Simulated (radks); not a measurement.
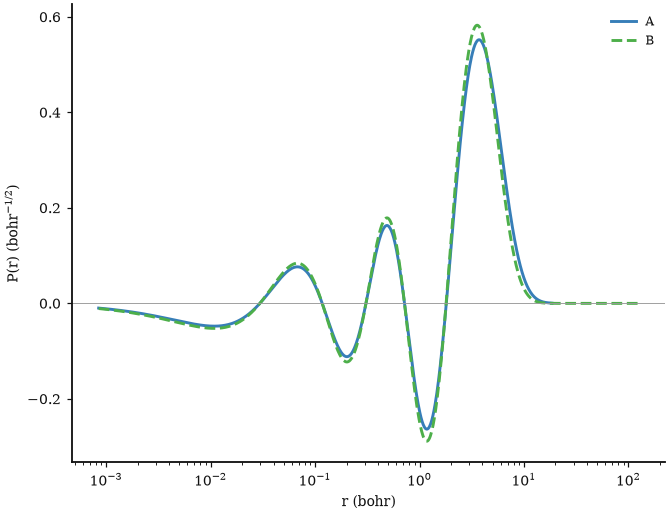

Atomic praseodymium (Pr) was computed in two configurations: [Xe] 4f3 6s1 6p1 (high spin); [Xe] 4f3 6s1 7f1 (high spin). Level of theory: scalar-relativistic Kohn-Sham, LDA (Slater exchange, Perdew-Wang correlation), spin-polarised, spherical densities, finite nucleus. Computed with the in-house radial solver radks.

The plot shows P(r) = r R(r) of the 6s up orbital in both runs (large components where relativistic).

### Assign A and B.

A is [Xe] 4f3 6s1 6p1 (high spin) (⟨r⟩ = 4.30 bohr, eigenvalue −4.55 eV); B is [Xe] 4f3 6s1 7f1 (high spin) (⟨r⟩ = 4.01 bohr, eigenvalue −7.73 eV). The orbital is smaller where the other electrons screen the nucleus less.
